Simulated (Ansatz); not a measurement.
## Geometry relaxation of GeSi₈O₁₆ (part 3 of 3)

Continued. System: GeSi₈O₁₆ (defect cell, 25 atoms in the cell). Method: DFT PBE-D3(BJ), scalar-relativistic, plane waves, PAW, PAW set soft_1, no spin polarisation (Ansatz 0.2.0); cutoff 420 eV, 2×2×2 k-mesh, Fermi–Dirac smearing of 0.05 eV. The structure derives from an entry of the Crystallography Open Database. It belongs to a series of runs on one base structure; here: end point B relaxed.

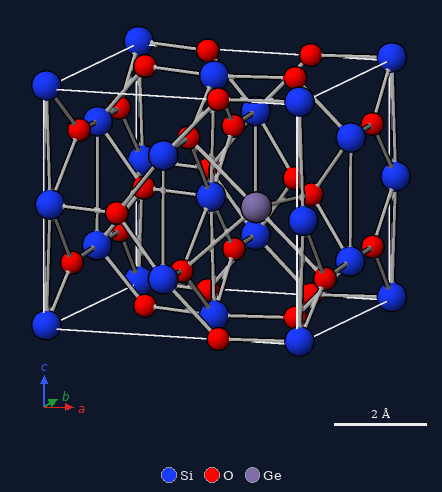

**Figure 1.** The geometry at step 14 of the log (ball-and-stick view of the cell of the calculation, seen slightly off an axis).

## Trajectory as extended XYZ, continued
```
25
Lattice="-4.1738 -4.1738 0.0000 4.1738 -4.1738 0.0000 0.0000 0.0000 5.3326" Properties=species:S:1:pos:R:3:forces:R:3 step=4 energy=-18471.47655
Si   -0.0155   -4.0808    0.0278    0.0300   0.1537  -0.3737
Si    2.1311   -2.2420    1.2800   -0.4122  -0.4477  -0.2756
O     1.4242   -3.0495   -0.0206    0.5261   0.3108   0.0415
O     0.7832   -1.0172    1.2272    0.1327   0.2797   0.8287
O    -1.2013   -5.4974    0.0687   -0.1197   0.2181  -1.4645
O     3.3773   -3.5138    1.3314    0.7153   0.1206   0.1238
Si    0.0069   -4.0056    2.6355    2.6850   0.4476  -0.4044
Si    2.2139   -2.2224    4.0293   -0.3712  -2.0923   0.5154
O     1.3223   -2.9171    2.6834   -0.6628  -0.2919   0.2080
O     0.6142   -1.1568    4.2532    0.6677  -0.5108  -0.4066
O    -1.1090   -5.8030    2.4859    0.2409  -1.1340   1.0981
O     3.4755   -3.4392    3.9960   -0.4704   0.6722   0.0120
Si   -0.0061   -0.0880    0.0306   -0.0046  -0.0006  -0.0639
Si   -2.1345   -1.9423    1.3062    0.1197   0.1458  -0.3819
O    -2.9494   -2.8704    0.0251   -0.2870  -0.0853  -0.4160
O     0.8240   -4.8282    1.3200   -1.0700  -0.1366   0.4451
O    -1.4516   -1.1079    0.0094   -0.4410   0.0779   0.0114
O    -0.7807   -3.1453    1.2257    0.0044  -0.3797   0.9863
Si    0.0062   -0.1585    2.6554   -1.5988  -0.4640  -0.0671
Si   -2.2000   -1.9304    4.0381    0.3727   1.3340   0.5314
O    -3.0054   -2.5555    2.5978   -0.2032  -0.1275   0.5728
O     0.6981   -4.8854    4.0008    0.0412  -0.3478   0.0196
O    -1.3215   -1.2424    2.6887    0.9405   0.7331   0.0004
O    -0.7486   -3.0100    4.2764   -0.1546  -0.0078  -0.4427
Ge   -2.0359   -4.2651    3.1440   -0.6816   1.5308  -1.0954
25
Lattice="-4.1738 -4.1738 0.0000 4.1738 -4.1738 0.0000 0.0000 0.0000 5.3326" Properties=species:S:1:pos:R:3:forces:R:3 step=8 energy=-18472.86472
Si   -0.1172   -4.0635    0.0172    0.1229  -0.0320   0.0864
Si    2.1590   -2.2948    1.3174    0.0549  -0.0811  -0.0847
O     1.4181   -3.1022    0.0316   -0.0622  -0.0203  -0.0181
O     0.7977   -1.1004    1.2295   -0.0047  -0.0526  -0.0608
O    -1.2678   -5.4886    0.0253    0.0301   0.0660  -0.0086
O     3.4981   -3.4506    1.3314    0.0026  -0.0546   0.0282
Si    0.0748   -4.0771    2.6688   -0.0415  -0.0855  -0.0444
Si    2.1477   -2.3004    4.0752    0.0347  -0.0164   0.0571
O     1.3112   -3.0243    2.6907   -0.0285  -0.0085   0.0141
O     0.7582   -1.1406    4.1804   -0.0215  -0.0524   0.0915
O    -1.1970   -5.9173    2.7022   -0.0829  -0.0835   0.0554
O     3.4951   -3.4497    4.0670   -0.0054  -0.0362   0.0032
Si    0.1073   -0.1063    0.0325   -0.1419   0.0575  -0.0384
Si   -2.1452   -1.8849    1.3047   -0.0207   0.0701  -0.0043
O    -2.9156   -2.8582    0.0234   -0.0207  -0.0342  -0.0166
O     0.6816   -4.9023    1.3042    0.0025   0.0036  -0.0182
O    -1.4228   -1.0650    0.0243    0.0142   0.0328  -0.0046
O    -0.7779   -3.0427    1.1993    0.0386   0.0964  -0.1061
Si   -0.0390   -0.1292    2.7089    0.1000   0.0948  -0.0005
Si   -2.1596   -1.8744    4.0699    0.0041  -0.0041  -0.0070
O    -2.9803   -2.4303    2.6776    0.1187   0.0028   0.0305
O     0.6801   -4.8956    4.0592   -0.0218   0.0435  -0.0003
O    -1.3150   -1.1460    2.6912    0.0274  -0.0254   0.0018
O    -0.8140   -3.0633    4.1739   -0.0214   0.0490   0.0166
Ge   -2.0600   -4.1664    2.7102   -0.0769   0.0697   0.0269
25
Lattice="-4.1738 -4.1738 0.0000 4.1738 -4.1738 0.0000 0.0000 0.0000 5.3326" Properties=species:S:1:pos:R:3:forces:R:3 step=11 energy=-18472.87567
Si   -0.1104   -4.0649    0.0080   -0.0141   0.0197  -0.0318
Si    2.1687   -2.2982    1.3232   -0.0117   0.0154  -0.0043
O     1.4197   -3.1053    0.0351    0.0427  -0.0344   0.0471
O     0.8347   -1.0724    1.2416   -0.0505   0.0076   0.0141
O    -1.2623   -5.4893    0.0279   -0.0306  -0.0051   0.0168
O     3.4990   -3.4562    1.3487   -0.0154   0.0172  -0.0083
Si    0.0651   -4.0755    2.6332    0.0589   0.1022  -0.0346
Si    2.1363   -2.2962    4.0848   -0.0311  -0.0104  -0.0031
O     1.3076   -3.0247    2.6908   -0.0326  -0.0329  -0.0032
O     0.7256   -1.1709    4.2046   -0.0229   0.0180   0.0036
O    -1.2036   -5.9149    2.7240    0.0486  -0.0486   0.0277
O     3.4919   -3.4459    4.0819   -0.0047   0.0092  -0.0186
Si    0.1026   -0.1059    0.0432    0.0398  -0.0072  -0.0122
Si   -2.1318   -1.8851    1.2967    0.0203  -0.0371   0.0002
O    -2.9182   -2.8561    0.0214    0.0123  -0.0120  -0.0009
O     0.6855   -4.9076    1.2913   -0.0103  -0.0158   0.0253
O    -1.4256   -1.0624    0.0173   -0.0134   0.0374  -0.0105
O    -0.7368   -3.0104    1.1770    0.0261   0.0053   0.0122
Si   -0.0400   -0.1238    2.7426   -0.0502  -0.0773   0.0253
Si   -2.1685   -1.8730    4.0626   -0.0085   0.0008   0.0097
O    -2.9698   -2.4354    2.6578   -0.0486   0.0347  -0.0272
O     0.6746   -4.8918    4.0394    0.0206  -0.0022  -0.0031
O    -1.3090   -1.1495    2.6918    0.0147   0.0243  -0.0012
O    -0.8483   -3.0918    4.1575    0.0372  -0.0395  -0.0207
Ge   -2.0694   -4.1671    2.7138    0.0233   0.0306  -0.0025
25
Lattice="-4.1738 -4.1738 0.0000 4.1738 -4.1738 0.0000 0.0000 0.0000 5.3326" Properties=species:S:1:pos:R:3:forces:R:3 step=14 energy=-18472.87816
Si   -0.1069   -4.0645    0.0031    0.0059  -0.0037   0.0067
Si    2.1737   -2.2949    1.3278    0.0152  -0.0137  -0.0095
O     1.4262   -3.1076    0.0402    0.0028   0.0230  -0.0035
O     0.8358   -1.0658    1.2494   -0.0076  -0.0061  -0.0027
O    -1.2647   -5.4855    0.0311   -0.0147  -0.0070  -0.0069
O     3.4993   -3.4573    1.3529   -0.0125   0.0131   0.0190
Si    0.0645   -4.0649    2.6203   -0.0096   0.0092  -0.0164
Si    2.1341   -2.2946    4.0888    0.0023  -0.0175   0.0021
O     1.3093   -3.0214    2.6910    0.0172  -0.0092   0.0078
O     0.7142   -1.1799    4.2113   -0.0001  -0.0112  -0.0044
O    -1.1998   -5.9129    2.7333   -0.0057  -0.0133   0.0078
O     3.4918   -3.4463    4.0845   -0.0073   0.0088  -0.0111
Si    0.1013   -0.1064    0.0460   -0.0100   0.0005   0.0099
Si   -2.1295   -1.8890    1.2932   -0.0048   0.0078   0.0075
O    -2.9158   -2.8605    0.0193    0.0077   0.0029  -0.0008
O     0.6845   -4.9092    1.2881    0.0076  -0.0117   0.0154
O    -1.4304   -1.0617    0.0141    0.0012  -0.0194  -0.0015
O    -0.7222   -3.0011    1.1709    0.0060  -0.0003   0.0022
Si   -0.0413   -0.1312    2.7511    0.0187  -0.0064  -0.0031
Si   -2.1748   -1.8736    4.0590   -0.0079   0.0270   0.0038
O    -2.9737   -2.4379    2.6498    0.0038   0.0145  -0.0021
O     0.6745   -4.8889    4.0327    0.0106  -0.0056  -0.0176
O    -1.3110   -1.1527    2.6914   -0.0226   0.0073  -0.0041
O    -0.8516   -3.1001    4.1497   -0.0012   0.0148   0.0083
Ge   -2.0698   -4.1664    2.7168    0.0051  -0.0037  -0.0068
25
Lattice="-4.1738 -4.1738 0.0000 4.1738 -4.1738 0.0000 0.0000 0.0000 5.3326" Properties=species:S:1:pos:R:3:forces:R:3 step=17 energy=-18472.87842
Si   -0.1065   -4.0642    0.0020   -0.0003   0.0028   0.0003
Si    2.1761   -2.2952    1.3278   -0.0035  -0.0015  -0.0012
O     1.4270   -3.1072    0.0404   -0.0018   0.0026   0.0017
O     0.8346   -1.0667    1.2505    0.0019   0.0012  -0.0006
O    -1.2659   -5.4848    0.0304    0.0002  -0.0009   0.0018
O     3.5000   -3.4570    1.3541    0.0001   0.0010   0.0014
Si    0.0639   -4.0618    2.6171    0.0005   0.0003  -0.0028
Si    2.1344   -2.2958    4.0886    0.0076  -0.0049   0.0016
O     1.3122   -3.0230    2.6907   -0.0043  -0.0031   0.0002
O     0.7122   -1.1817    4.2108   -0.0029   0.0012   0.0018
O    -1.1994   -5.9126    2.7345   -0.0029   0.0031  -0.0030
O     3.4924   -3.4467    4.0846   -0.0010   0.0001  -0.0019
Si    0.1005   -0.1071    0.0468    0.0001  -0.0006  -0.0023
Si   -2.1302   -1.8890    1.2939   -0.0056   0.0003  -0.0015
O    -2.9151   -2.8610    0.0198   -0.0009   0.0001  -0.0003
O     0.6837   -4.9101    1.2874   -0.0004   0.0033   0.0020
O    -1.4309   -1.0623    0.0147    0.0013   0.0005  -0.0020
O    -0.7195   -3.0001    1.1713    0.0018  -0.0023  -0.0016
Si   -0.0398   -0.1338    2.7521    0.0016  -0.0039  -0.0012
Si   -2.1769   -1.8717    4.0590    0.0020  -0.0034  -0.0005
O    -2.9743   -2.4380    2.6500    0.0037  -0.0060  -0.0005
O     0.6740   -4.8877    4.0311   -0.0015   0.0006   0.0005
O    -1.3137   -1.1509    2.6911    0.0044   0.0032   0.0017
O    -0.8523   -3.0991    4.1492   -0.0018   0.0007   0.0008
Ge   -2.0690   -4.1666    2.7178    0.0014   0.0055   0.0053
25
Lattice="-4.1738 -4.1738 0.0000 4.1738 -4.1738 0.0000 0.0000 0.0000 5.3326" Properties=species:S:1:pos:R:3:forces:R:3 step=21 energy=-18472.87846
Si   -0.1066   -4.0639    0.0019   -0.0009   0.0006   0.0011
Si    2.1758   -2.2950    1.3279    0.0025   0.0016  -0.0017
O     1.4267   -3.1069    0.0404    0.0013   0.0004   0.0021
O     0.8346   -1.0658    1.2511   -0.0042   0.0000   0.0014
O    -1.2658   -5.4850    0.0302   -0.0015   0.0002   0.0005
O     3.5000   -3.4570    1.3541   -0.0014  -0.0001   0.0014
Si    0.0644   -4.0621    2.6164    0.0071  -0.0015  -0.0044
Si    2.1356   -2.2967    4.0884   -0.0058   0.0018  -0.0011
O     1.3120   -3.0230    2.6907   -0.0038  -0.0025  -0.0005
O     0.7117   -1.1822    4.2108    0.0003   0.0002   0.0010
O    -1.1997   -5.9124    2.7339    0.0038  -0.0013   0.0010
O     3.4926   -3.4472    4.0838    0.0013  -0.0016  -0.0007
Si    0.1002   -0.1070    0.0466    0.0018  -0.0002  -0.0015
Si   -2.1308   -1.8891    1.2935    0.0055  -0.0059   0.0037
O    -2.9157   -2.8605    0.0196   -0.0009  -0.0005  -0.0011
O     0.6839   -4.9100    1.2871   -0.0023  -0.0001  -0.0001
O    -1.4311   -1.0620    0.0148   -0.0005   0.0005  -0.0001
O    -0.7199   -3.0006    1.1713   -0.0012  -0.0003   0.0004
Si   -0.0387   -0.1353    2.7513    0.0009   0.0001  -0.0004
Si   -2.1769   -1.8713    4.0590    0.0000   0.0021  -0.0004
O    -2.9740   -2.4384    2.6498   -0.0037   0.0013  -0.0006
O     0.6738   -4.8875    4.0309    0.0008   0.0016  -0.0008
O    -1.3136   -1.1511    2.6909   -0.0011   0.0024  -0.0006
O    -0.8532   -3.0984    4.1503   -0.0011   0.0017   0.0007
Ge   -2.0677   -4.1657    2.7212    0.0031  -0.0005   0.0006
25
Lattice="-4.1738 -4.1738 0.0000 4.1738 -4.1738 0.0000 0.0000 0.0000 5.3326" Properties=species:S:1:pos:R:3:forces:R:3 step=24 energy=-18472.87861
Si   -0.1080   -4.0623   -0.0011   -0.0031  -0.0002   0.0004
Si    2.1758   -2.2911    1.3282    0.0083   0.0102  -0.0058
O     1.4249   -3.1036    0.0410    0.0034  -0.0038   0.0124
O     0.8318   -1.0575    1.2583   -0.0128  -0.0127  -0.0011
O    -1.2680   -5.4838    0.0274    0.0013   0.0028   0.0050
O     3.4986   -3.4564    1.3543    0.0024   0.0066   0.0012
Si    0.0733   -4.0691    2.6056    0.0150  -0.0097  -0.0045
Si    2.1376   -2.3004    4.0865   -0.0162  -0.0061  -0.0014
O     1.3104   -3.0209    2.6888   -0.0014  -0.0075  -0.0030
O     0.7056   -1.1876    4.2113    0.0076   0.0074  -0.0019
O    -1.1986   -5.9134    2.7322    0.0018   0.0032   0.0097
O     3.4923   -3.4506    4.0789    0.0021  -0.0039  -0.0029
Si    0.0969   -0.1059    0.0454    0.0060   0.0067   0.0005
Si   -2.1286   -1.8948    1.2919    0.0031  -0.0113   0.0143
O    -2.9199   -2.8588    0.0184   -0.0059  -0.0031  -0.0041
O     0.6857   -4.9133    1.2803   -0.0067  -0.0046  -0.0046
O    -1.4330   -1.0603    0.0165   -0.0011   0.0054   0.0002
O    -0.7213   -3.0050    1.1710   -0.0053   0.0024  -0.0007
Si   -0.0295   -0.1435    2.7457    0.0128   0.0097   0.0037
Si   -2.1791   -1.8665    4.0594    0.0055  -0.0015  -0.0025
O    -2.9747   -2.4403    2.6477    0.0038  -0.0026   0.0047
O     0.6744   -4.8844    4.0288   -0.0022   0.0027   0.0012
O    -1.3134   -1.1524    2.6893   -0.0129   0.0054  -0.0024
O    -0.8627   -3.0932    4.1589   -0.0080   0.0010  -0.0074
Ge   -2.0527   -4.1589    2.7513    0.0022   0.0037  -0.0108
```

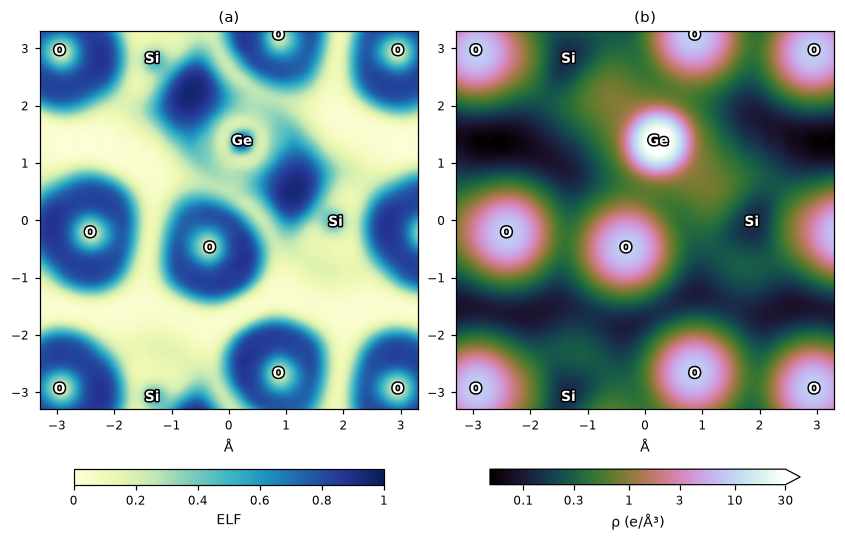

**Figure 2.** (a) electron localisation function; (b) valence pseudo-density on the (001) plane of the calculation cell. Ge–O (1.95 Å): ρ is about 0.68 e/Å³ halfway; the ELF is about 0.30 at the midpoint. Away from the nuclei the density in this plane falls to 0.05 e/Å³ at its lowest. The strong features right at Ge lie inside the PAW spheres (semicore, d or f shells) and say nothing about bonding. In a PAW calculation such maps are meaningful between the atoms, not at the nuclei.

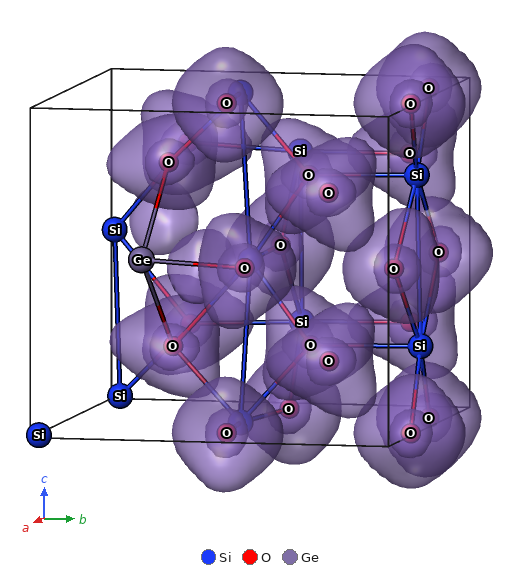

**Figure 3.** Isosurface of the electron localisation function at 0.7 (purple), seen slightly off an axis. Core shells and regions of very low density are left out. Sticks mark near contacts. The outline is the calculation cell. Values along the shortest contacts: Ge–O (1.95 Å): the ELF is about 0.30 at the midpoint.

## Key numbers

- outcome: converged
- electrons treated: 142
- free energy: −18472.8786 eV
- Fermi energy: 15.993 eV
- final volume: 185.79 Å³
- largest force (length of the vector) at the end: 0.019 eV/Å
- wall time: 2.8 min
- peak memory: 0.48 GiB

## Notes

The k-point mesh is coarse for a cell of this size, so the results may not be converged.
